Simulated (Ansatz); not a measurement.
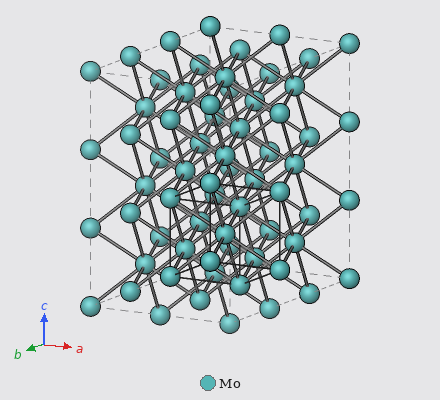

The structure; the drawing may span several cells.

Structure (in its standard cell), the input geometry of an electronic-structure calculation (not necessarily at equilibrium):

```xyz
2
Lattice="3.1353 0.0000 0.0000 0.0000 3.1353 0.0000 0.0000 0.0000 3.1353" Properties=species:S:1:pos:R:3 pbc="T T T"
Mo    0.0000    0.0000    0.0000
Mo    1.5676    1.5676    1.5676
```

> What does the kinematic electron diffraction pattern along [111] look like at 120 kV (B = 0.5 Å²)?

The spots form a hexagonal net with both shortest vectors at d = 2.22 Å, 60.0° apart. They are -1 1 0 and -1 0 1. The pattern has symmetry 6mm. No reflection of this zone is absent.

Strongest reflections with d > 0.80 Å, one of each family (|F|² from tabulated Gaussian fits of the electron scattering factors, times a small damping for the curvature of the Ewald sphere):

```tsv
hkl	d (Å)	I (strongest = 100)
1 0 -1	2.217	100
2 -1 -1	1.280	28
2 0 -2	1.108	19
3 -1 -2	0.838	7
```

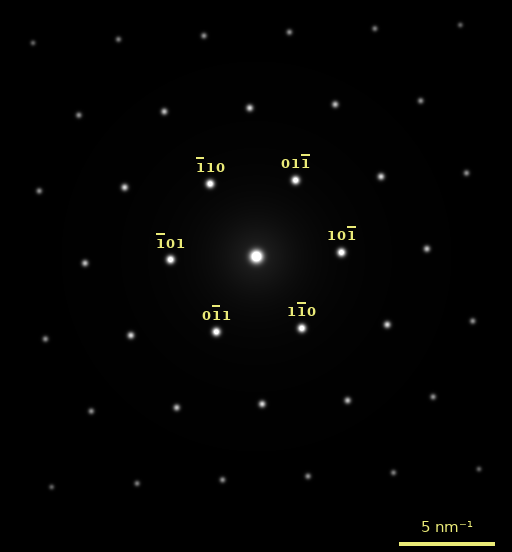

Calculated pattern, seen from the source side with [111] pointing towards the source.
